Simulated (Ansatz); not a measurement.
CH3Cl2In

Input

```
crystal:
  periodic: [false, false, false]
  atoms:
    - { symbol: In, position_ang: [-0.244726, 1.128004, -0.711073] }
    - { symbol: Cl, position_ang: [-1.801693, -1.763338, 1.071726] }
    - { symbol: C, position_ang: [1.225284, -0.091147, 0.077132] }
    - { symbol: H, position_ang: [-0.526039, -1.451223, 0.881452] }
    - { symbol: Cl, position_ang: [-2.35203, 2.0012, -1.293464] }
    - { symbol: H, position_ang: [1.873829, -0.382292, -0.78555] }
    - { symbol: H, position_ang: [1.825374, 0.558895, 0.759776] }
basis:
  gaussian: { orbitals: def2-SVP }
hamiltonian:
  xc: pbe
  dispersion: d4
relax:
  f_tol: 0.03
  max_steps: 50
output:
  orbitals: {}
```

Command:

```sh
ansatz run input.yaml --threads 2 --pin off --max-ram 3072MiB --backend cpu --events-out ev --progress --plain --runs-dir out
```

The fields are those of the relaxed geometry.

Core potentials replace the inner electrons of In.

The calculation used Ansatz 0.2.0, RKS PBE-D4/def2-SVP.

What will maps of the electron density and electron localisation function show?

Answer. C–In (2.16 Å): ρ is about 0.63 e/Å³ halfway; the ELF peaks at about 0.85 in the valence shell of C, 0.7 Å from its nucleus, and drops to about 0.20 between the two atoms.
In–Cl (2.37 Å): the density is about 0.49 e/Å³ at the midpoint; the ELF peaks at about 0.80 in the valence shell of Cl, 0.8 Å from its nucleus, and drops to about 0.15 between the two atoms.
C–H (1.10 Å): the density is about 1.9 e/Å³ at the midpoint; the ELF climbs to about 1 towards the hydrogen, as it does in any bond to H; a covalent bond by its length.

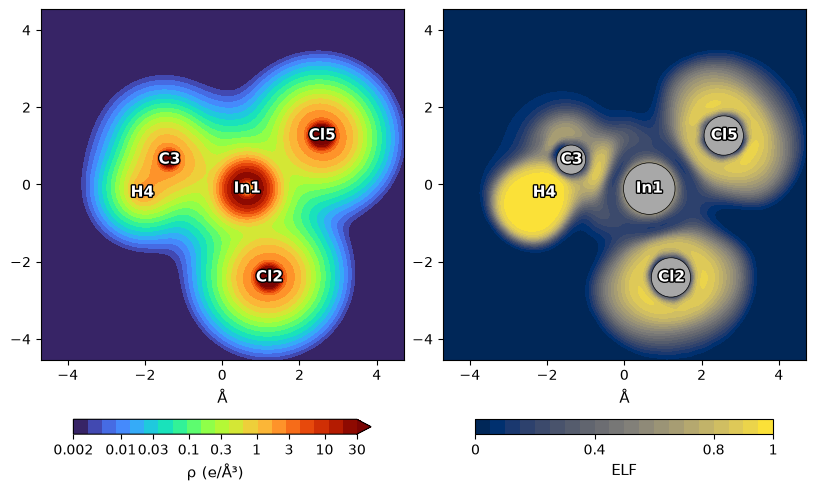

Computed electron density and electron localisation function on the plane of atoms Cl2, In1 and Cl5, in this order. Grey discs cover the atomic cores in the ELF map. 
